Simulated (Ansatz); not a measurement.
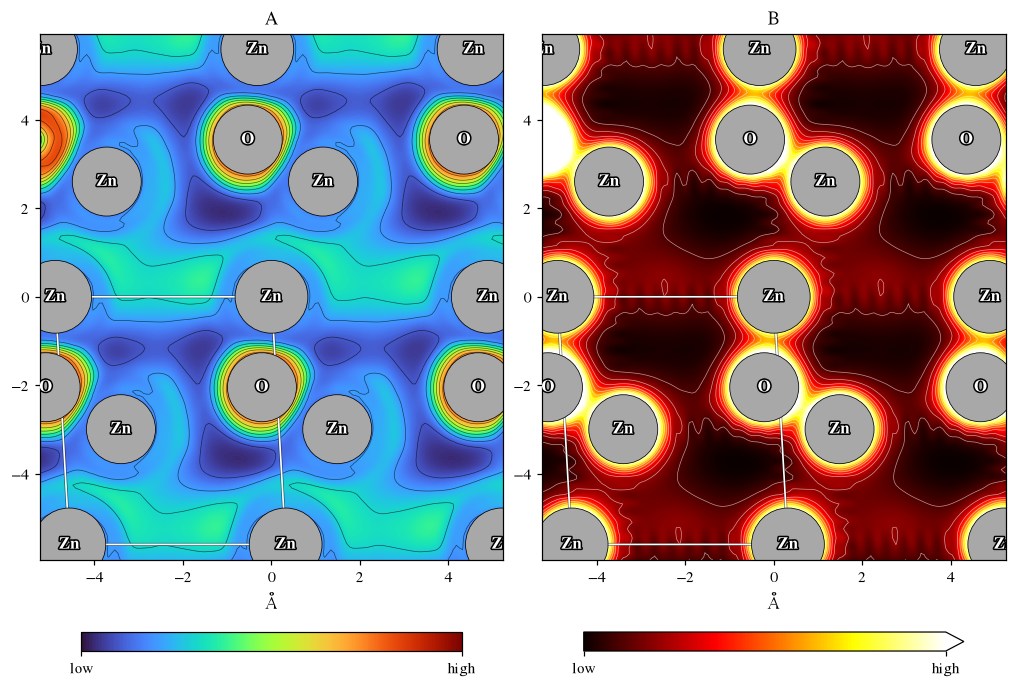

Zn$_{3}$SnO: 2 fields on the (010) plane of the conventional cell, with unlabelled colour scales. Grey discs cover the atomic cores.

Space group Pm; a generated structure, not necessarily the stable one.

All numbers below come from DFT PBE, scalar-relativistic, plane waves, PAW in Ansatz.

**Match the panels to the quantities (electron localisation function and valence pseudo-density).**

Panel A: electron localisation function. Panel B: valence pseudo-density. From the grid: Zn–O (1.95 Å): the density is about 0.64 e/Å³ at the midpoint; the ELF peaks at about 0.85 in the valence shell of O, 0.6 Å from its nucleus, and is about 0.30 at the midpoint (no localised pair shows between them). Zn–O (2.06 Å): ρ at the midpoint is about 0.49 e/Å³; the ELF peaks at about 0.85 in the valence shell of O, 0.6 Å from its nucleus, and is about 0.25 at the midpoint; no localised pair shows between them.
